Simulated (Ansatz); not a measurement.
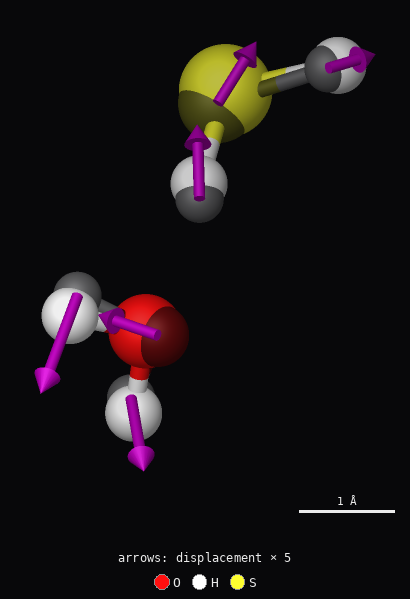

This is a relaxation of H$_{4}$SO. The starting structure is drawn faded, the final one solid; purple arrows show the displacements, 5 times their true length. The two geometries are superimposed by the best rigid fit.

Style: ball-and-stick. Shown from a free direction.

Computed with Ansatz 0.2.0, RKS PBE0-D4/def2-TZVP.

Input
```yaml
crystal:
  periodic: [false, false, false]
  atoms:
    - {symbol: O, position_ang: [-0.260463, 0.247510, -1.414887]}
    - {symbol: H, position_ang: [0.653531, 0.556455, -1.562518]}
    - {symbol: H, position_ang: [-0.224920, -0.682782, -1.708137]}
    - {symbol: S, position_ang: [0.369066, -0.417919, 1.849027]}
    - {symbol: H, position_ang: [0.049623, -0.142803, 0.539748]}
    - {symbol: H, position_ang: [-0.586836, 0.439539, 2.296867]}
basis:
  gaussian: {orbitals: def2-TZVP}
hamiltonian: {xc: pbe0, dispersion: d4}
relax: {f_tol: 0.005, max_steps: 200}
```

Q: Atoms of which element are displaced furthest, and by how much?

A: Hydrogen: up to 0.27 Å, against 0.16 Å for oxygen.

Q: What did the optimiser do to the structure, and how much energy did it gain?

A: Over 9 accepted moves (11 points after the start) the energy falls by 0.055 eV. The largest force component goes from 0.9 to 0.0014 eV/Å. The line search rejected the trial steps at points 1, 10 of the run. H2 moves most after the best rigid fit: 0.27 Å. By element the largest moves are H 0.27 Å, O 0.16 Å, S 0.16 Å. Near-neighbour distances that change, for instance: S4–H5 1.375 → 1.349 Å, S4–H6 1.360 → 1.341 Å, O1–H2 0.976 → 0.960 Å. Among the angles between lasting bonds that change: H2–O1–H3 102.8° → 105.6°. The run took of the order of 14 core-seconds on a shared host.
